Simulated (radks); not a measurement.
# Polarisabilities and dispersion coefficients of Ag, Ni, Nb⁺ and others

Aim: static dipole polarisabilities and C6 coefficients, each species in its NIST ground configuration. After each ground state the linear response is solved; its values go to the run's result record, not to the log. Response by self-consistent Sternheimer equations with the Hartree and adiabatic LDA kernel.

Method: non-relativistic Kohn-Sham, LDA (Slater exchange, Perdew-Wang correlation), spin-polarised, spherical densities, point nucleus; open shells are filled with parallel spins first. Code: radks (a radial shooting solver on a logarithmic mesh, Libxc functionals) version 1.

**1. The system**

- species: Ag ([Kr] 4d10 5s1), Ni ([Ar] 3d8 4s2), Nb⁺ ([Kr] 4d4), Li ([He] 2s1), In³⁺ ([Kr] 4d10), Ga ([Ar] 3d10 4s2 4p1), Zr ([Kr] 4d2 5s2), O ([He] 2s2 2p4), Al⁺ ([Ne] 3s2), Tc ([Kr] 4d5 5s2)

In the logs a row gives level, spin channel, occupation and eigenvalue; Etot, Ekin, Encl (electron-nucleus), Eh (Hartree) and Exc are energies, all in hartree; err is the last residual, it the number of iterations.

**2. Ag, [Kr] 4d10 5s1**

Settings of this run:

```text
Z 47
configuration [Kr] 4d10 5s1
relativity non-relativistic
functional lda,pw
spin polarised
nucleus point
response adiabatic LDA kernel
```

The log of the run:

```text
1s      1   1.0000        -900.32320135
2s      1   1.0000        -129.85792457
2p      1   3.0000        -120.91153846
3s      1   1.0000         -23.67668579
3p      1   3.0000         -20.06586988
3d      1   5.0000         -13.36596879
4s      1   1.0000          -3.22132181
4p      1   3.0000          -2.08510331
4d      1   5.0000          -0.29980699
5s      1   1.0000          -0.16714889
1s      2   1.0000        -900.32252415
2s      2   1.0000        -129.85796787
2p      2   3.0000        -120.91147201
3s      2   1.0000         -23.67632383
3p      2   3.0000         -20.06552909
3d      2   5.0000         -13.36577821
4s      2   1.0000          -3.22109755
4p      2   3.0000          -2.08437053
4d      2   5.0000          -0.29392590
5s      2   0.0000          -0.14305865
Etot -5195.017686348725
Ekin 5191.824047267968
Encl -12377.36346407175
Eh 2131.683977725886
Exc -141.16224727082954
err 6.96476348543428e-09
it 14
```

5s up is the highest filled level (-4.548 eV). The response step gives α = 53.70 bohr³ (82.60 without the induced potential) and C6 = 423.2 hartree bohr⁶.

Radial moments (bohr):

```csv
level,occupation,energy (eV),<r>,outermost maximum (interpolated),90 % within,nodes
4s up,1,-87.657,0.9424,0.848,1.37,3
4s down,1,-87.651,0.9421,0.848,1.37,3
4p up,3,-56.739,1.015,0.887,1.51,2
4p down,3,-56.719,1.014,0.887,1.50,2
4d up,5,-8.158,1.412,1.03,2.31,1
4d down,5,-7.998,1.395,1.03,2.27,1
5s up,1,-4.548,3.251,2.61,4.95,4
5s down,0,-3.893,3.297,2.60,5.08,4
```

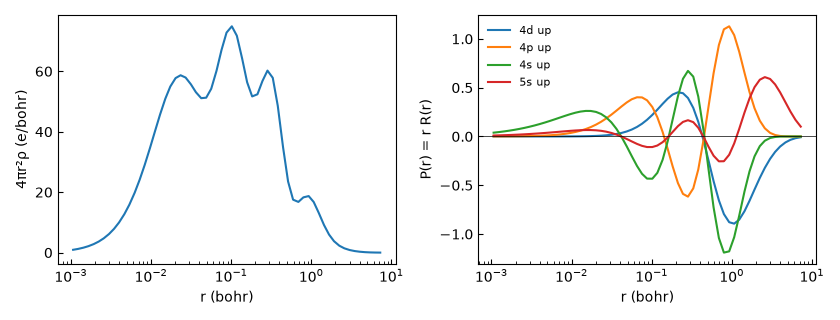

Left: shells in the radial density. Right: radial functions of the outer levels.

**3. Ni, [Ar] 3d8 4s2**

Settings of this run:

```text
Z 28
configuration [Ar] 3d8 4s2
relativity non-relativistic
functional lda,pw
spin polarised
nucleus point
response adiabatic LDA kernel
```

The log of the run:

```text
1s      1   1.0000        -297.86654978
2s      1   1.0000         -35.32898804
2p      1   3.0000         -30.87966136
3s      1   1.0000          -3.98628375
3p      1   3.0000          -2.62897049
3d      1   5.0000          -0.37999900
4s      1   1.0000          -0.21652221
1s      2   1.0000        -297.86591728
2s      2   1.0000         -35.28430918
2p      2   3.0000         -30.84573388
3s      2   1.0000          -3.90608998
3p      2   3.0000          -2.55057058
3d      2   3.0000          -0.31027538
4s      2   1.0000          -0.20459297
Etot -1505.6038351905827
Ekin 1503.9090700848865
Encl -3596.179648374161
Eh 646.9176738872484
Exc -60.25093078855667
err 1.7031820003599236e-09
it 14
```

The top filled level is 4s down, -5.567 eV. The response step gives α = 46.26 bohr³ (83.77 without the induced potential) and C6 = 366.9 hartree bohr⁶.

**4. Nb⁺, [Kr] 4d4**

Settings of this run:

```text
Z 41
configuration [Kr] 4d4
relativity non-relativistic
functional lda,pw
spin polarised
nucleus point
response adiabatic LDA kernel
```

The log of the run:

```text
1s      1   1.0000        -673.98355223
2s      1   1.0000         -92.96503005
2p      1   3.0000         -85.49501565
3s      1   1.0000         -15.61738767
3p      1   3.0000         -12.77691001
3d      1   5.0000          -7.56530787
4s      1   1.0000          -2.29389217
4p      1   3.0000          -1.51084930
4d      1   4.0000          -0.38277191
1s      2   1.0000        -673.98373968
2s      2   1.0000         -92.95215567
2p      2   3.0000         -85.48529808
3s      2   1.0000         -15.60844008
3p      2   3.0000         -12.76709709
3d      2   5.0000          -7.55197454
4s      2   1.0000          -2.22137155
4p      2   3.0000          -1.43250561
4d      2   0.0000          -0.29970402
Etot -3751.0198564449584
Ekin 3748.3655657544928
Encl -8929.273768311126
Eh 1542.5393223866122
Exc -112.65097627493756
err 2.0738758690115865e-09
it 15
```

The top filled level is 4d up, -10.416 eV. The response step gives α = 26.20 bohr³ (36.41 without the induced potential) and C6 = 168.9 hartree bohr⁶.

**5. Li, [He] 2s1**

Settings, as their differences from step 4:

```diff
@@ -1,3 +1,3 @@
-Z 41
-configuration [Kr] 4d4
+Z 3
+configuration [He] 2s1
 relativity non-relativistic
```

The log of the run:

```text
1s      1   1.0000          -1.87459162
2s      1   1.0000          -0.11629800
1s      2   1.0000          -1.86686600
2s      2   0.0000          -0.07396486
Etot -7.343284223694893
Ekin 7.2494171212498
Encl -16.937307201822005
Eh 4.009056428099859
Exc -1.6644505712225464
err 1.6527300823444444e-09
it 12
```

2s up is the highest filled level (-3.165 eV). The response step gives α = 143.7 bohr³ (165.6 without the induced potential) and C6 = 1143 hartree bohr⁶.

**6. In³⁺, [Kr] 4d10**

Settings, as their differences from step 5:

```diff
@@ -1,3 +1,3 @@
-Z 3
-configuration [He] 2s1
+Z 49
+configuration [Kr] 4d10
 relativity non-relativistic
```

The log of the run:

```text
1s      1   1.0000        -984.73214250
2s      1   1.0000        -145.15160998
2p      1   3.0000        -135.70303376
3s      1   1.0000         -28.29436616
3p      1   3.0000         -24.41958256
3d      1   5.0000         -17.21299937
4s      1   1.0000          -5.13467000
4p      1   3.0000          -3.86707422
4d      1   5.0000          -1.79005377
1s      2   1.0000        -984.73214250
2s      2   1.0000        -145.15160998
2p      2   3.0000        -135.70303376
3s      2   1.0000         -28.29436616
3p      2   3.0000         -24.41958256
3d      2   5.0000         -17.21299937
4s      2   1.0000          -5.13467000
4p      2   3.0000          -3.86707422
4d      2   5.0000          -1.79005377
Etot -5735.379688128424
Ekin 5732.097625816856
Encl -13601.132100533538
Eh 2283.7097298474937
Exc -150.05494325923593
err 3.3239563946248607e-09
it 14
```

The top filled level is 4d, -48.710 eV. The response step gives α = 3.369 bohr³ (5.009 without the induced potential) and C6 = 14.73 hartree bohr⁶.

**7. Ga, [Ar] 3d10 4s2 4p1**

Settings of this run:

```text
Z 31
configuration [Ar] 3d10 4s2 4p1
relativity non-relativistic
functional lda,pw
spin polarised
nucleus point
response adiabatic LDA kernel
```

The log of the run:

```text
1s      1   1.0000        -370.16858665
2s      1   1.0000         -45.19839373
2p      1   3.0000         -40.09103328
3s      1   1.0000          -5.23936520
3p      1   3.0000          -3.58249996
3d      1   5.0000          -0.73482923
4s      1   1.0000          -0.33615970
4p      1   1.0000          -0.10998211
1s      2   1.0000        -370.16781189
2s      2   1.0000         -45.19825365
2p      2   3.0000         -40.09057146
3s      2   1.0000          -5.23869740
3p      2   3.0000          -3.58161258
3d      2   5.0000          -0.73239725
4s      2   1.0000          -0.31490237
4p      2   0.0000          -0.08861676
Etot -1921.83904449175
Ekin 1919.8994194603083
Encl -4603.642816731957
Eh 833.8184224164175
Exc -71.91406963651852
err 3.238244947531983e-10
it 17
```

The top filled level is 4p up, -2.993 eV. The response step gives α = 59.33 bohr³ (81.00 without the induced potential) and C6 = 491.9 hartree bohr⁶.

**8. Zr, [Kr] 4d2 5s2**

Settings of this run:

```text
Z 40
configuration [Kr] 4d2 5s2
relativity non-relativistic
functional lda,pw
spin polarised
nucleus point
response adiabatic LDA kernel
```

The log of the run:

```text
1s      1   1.0000        -639.28739991
2s      1   1.0000         -87.23480328
2p      1   3.0000         -80.00711054
3s      1   1.0000         -14.22746786
3p      1   3.0000         -11.51164046
3d      1   5.0000          -6.54263217
4s      1   1.0000          -1.93140150
4p      1   3.0000          -1.20075368
4d      1   2.0000          -0.16623157
5s      1   1.0000          -0.17114636
1s      2   1.0000        -639.28745005
2s      2   1.0000         -87.22918528
2p      2   3.0000         -80.00288124
3s      2   1.0000         -14.22349626
3p      2   3.0000         -11.50728416
3d      2   5.0000          -6.53669571
4s      2   1.0000          -1.89687556
4p      2   3.0000          -1.16288759
4d      2   0.0000          -0.12763161
5s      2   1.0000          -0.15056728
Etot -3536.7411403735164
Ekin 3534.1452622314523
Encl -8427.07783090221
Eh 1464.398203860496
Exc -108.20677556325464
err 3.927849866256511e-09
it 14
```

5s down is the highest filled level (-4.097 eV). The response step gives α = 119.6 bohr³ (244.4 without the induced potential) and C6 = 1645 hartree bohr⁶.

**9. O, [He] 2s2 2p4**

Settings of this run:

```text
Z 8
configuration [He] 2s2 2p4
relativity non-relativistic
functional lda,pw
spin polarised
nucleus point
response adiabatic LDA kernel
```

The log of the run:

```text
1s      1   1.0000         -18.76681934
2s      1   1.0000          -0.91525099
2p      1   3.0000          -0.38084233
1s      2   1.0000         -18.71354257
2s      2   1.0000          -0.80169533
2p      2   1.0000          -0.27244206
Etot -74.52483030854768
Ekin 74.17728429417907
Encl -177.27618718640718
Eh 36.408020247951875
Exc -7.8339476642714505
err 5.150408493116903e-10
it 14
```

The top filled level is 2p down, -7.414 eV. The response step gives α = 5.995 bohr³ (7.154 without the induced potential) and C6 = 18.13 hartree bohr⁶.

**10. Al⁺, [Ne] 3s2**

Settings of this run:

```text
Z 13
configuration [Ne] 3s2
relativity non-relativistic
functional lda,pw
spin polarised
nucleus point
response adiabatic LDA kernel
```

The log of the run:

```text
1s      1   1.0000         -55.46911967
2s      1   1.0000          -4.24202384
2p      1   3.0000          -2.87163630
3s      1   1.0000          -0.54719712
1s      2   1.0000         -55.46911967
2s      2   1.0000          -4.24202384
2p      2   3.0000          -2.87163630
3s      2   1.0000          -0.54719712
Etot -241.09619677097598
Ekin 240.4642922740024
Encl -573.1992629707634
Eh 108.88920738044747
Exc -17.25043345466249
err 9.76192540210804e-10
it 14
```

The top filled level is 3s, -14.890 eV. The response step gives α = 23.48 bohr³ (40.45 without the induced potential) and C6 = 117.0 hartree bohr⁶.

**11. Tc, [Kr] 4d5 5s2**

Settings, as their differences from step 10:

```diff
@@ -1,3 +1,3 @@
-Z 13
-configuration [Ne] 3s2
+Z 43
+configuration [Kr] 4d5 5s2
 relativity non-relativistic
```

The log of the run:

```text
1s      1   1.0000        -745.72302637
2s      1   1.0000        -104.55970247
2p      1   3.0000         -96.59964049
3s      1   1.0000         -18.12528294
3p      1   3.0000         -15.03240927
3d      1   5.0000          -9.33330270
4s      1   1.0000          -2.58794863
4p      1   3.0000          -1.68272853
4d      1   5.0000          -0.30974641
5s      1   1.0000          -0.20028160
1s      2   1.0000        -745.72266731
2s      2   1.0000        -104.53603447
2p      2   3.0000         -96.58151197
3s      2   1.0000         -18.10872283
3p      2   3.0000         -15.01436571
3d      2   5.0000          -9.30927287
4s      2   1.0000          -2.47547459
4p      2   3.0000          -1.56616949
4d      2   0.0000          -0.20012603
5s      2   1.0000          -0.15966140
Etot -4202.307686885123
Ekin 4199.48814076131
Encl -10005.588110875735
Eh 1725.569282288288
Exc -121.77699905898628
err 2.541543920532945e-09
it 13
```

Highest occupied level: 5s down at -4.345 eV. The response step gives α = 84.82 bohr³ (165.5 without the induced potential) and C6 = 968.7 hartree bohr⁶.

**12. Summary of results**

```csv
species,−ε(HOMO) (eV),α (bohr³),α uncoupled (bohr³),C6 (hartree bohr⁶),C8 (hartree bohr⁸),recommended α (bohr³)
Ag,4.548,53.70,82.60,423.2,22402,55
Ni,5.567,46.26,83.77,366.9,-,49
Nb⁺,10.416,26.20,36.41,168.9,-,-
Li,3.165,143.7,165.6,1143,89221,164.113
In³⁺,48.710,3.369,5.009,14.73,174.1,-
Ga,2.993,59.33,81.00,491.9,-,50
Zr,4.097,119.6,244.4,1645,-,112
O,7.414,5.995,7.154,18.13,-,5.3
Al⁺,14.890,23.48,40.45,117.0,3844,-
Tc,4.345,84.82,165.5,968.7,-,79
```

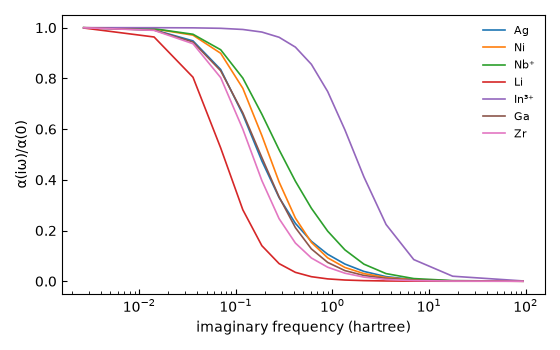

Polarisability at imaginary frequency, each scaled by its static value.

**Reading.** Uncoupled leaves out the potential induced by the response; C6 and C8 are for like pairs. Li is the most polarisable and In³⁺ the least, a factor 42.6 apart. For the pair Li–In³⁺ the Casimir-Polder integral gives C6 = 53.04, the rule 2·Ca·Cb/(Ca·αb/αa + Cb·αa/αb) on the like-pair values 51.40. Against the recommended values (Schwerdtfeger and Nagle, 2023 table) the misses are Ag -2 %, Ni -6 %, Li -12 %, Ga +19 %, Zr +7 %, O +13 %, Tc +7 %. C8 is given only where no p, d or f shell is open. For heavy and open-shell atoms this level can miss by tens of per cent.
